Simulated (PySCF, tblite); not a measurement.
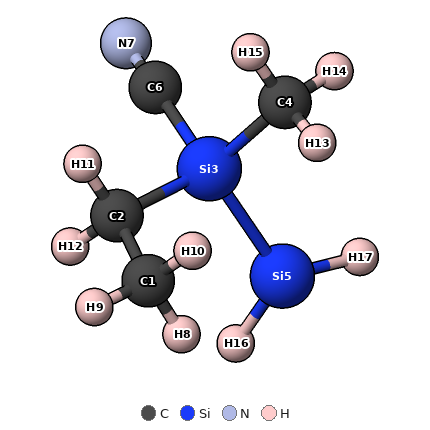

First-order isotropic EPR spectrum (fast tumbling, first derivative) of C₄H₁₀NSi₂, SMILES CC[Si@@](C)([SiH2])C#N, doublet at 9.30 GHz, Lorentzian lines of 0.03 mT full width at half height, from computed g and hyperfine couplings (B3LYP/pcH-1 in PySCF, at a GFN2-xTB geometry (a minimum by its frequencies), gas phase); values of one conformer, averaged over methyl-type rotors alone; other conformers aren't averaged in; no vibrational averaging; dilute isotopes left out. The SMILES is one Lewis form and needn't show where the spin sits.

Q: Give g and the hyperfine couplings.

A: g_iso = 2.0042, which centres the spectrum at 331.5 mT; it spans 1.1 mT.

```tsv
nuclei	isotope	a (mT)	a (MHz)
H17	¹H	−0.42	−11.9
H16	¹H	−0.37	−10.4
H8, H9, H10	¹H	0.06	1.7
H12	¹H	0.05	1.3
N7	¹⁴N	0.02	0.6
H11	¹H	−0.02	−0.6
```

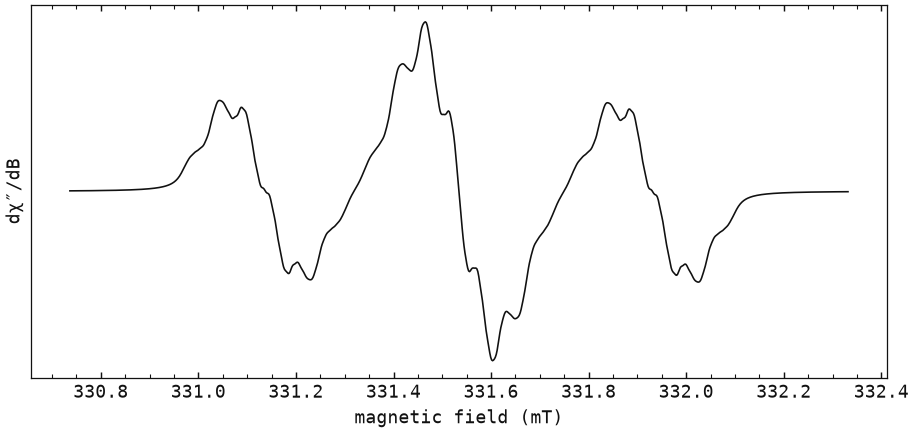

Note: the tight-binding geometry is rougher than a DFT one and adds to the error.
